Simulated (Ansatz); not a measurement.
The parent structure is CdS in the wurtzite structure (space group P6_3mc, No. 186; a = 4.123 Å, c = 6.711 Å).

It is then changed as follows: Te replaces 33.3 % of the S, ordered in a cell of 12 atoms (starting symmetry Cm) and fully relaxed.

The values are results of Ansatz (a first-principles code) PBEsol, without spin-orbit coupling, not measurements.

The zone is the changed cell's own and can be folded.

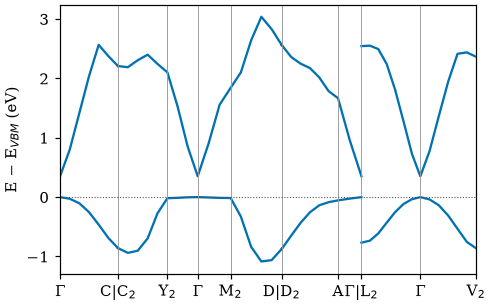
Figure: Highest valence and lowest conduction band along the path of the changed cell's own zone

Question: Read the changed gap and its character from the plot.

Answer: About 0.4 eV, direct at Γ.

These are small ordered cells, not random alloys; other orderings at the same x differ. With Te present, leaving out spin-orbit coupling can change the band edges. No phonon test of stability was made. Labels are those of the standard path for the cell's own space group.
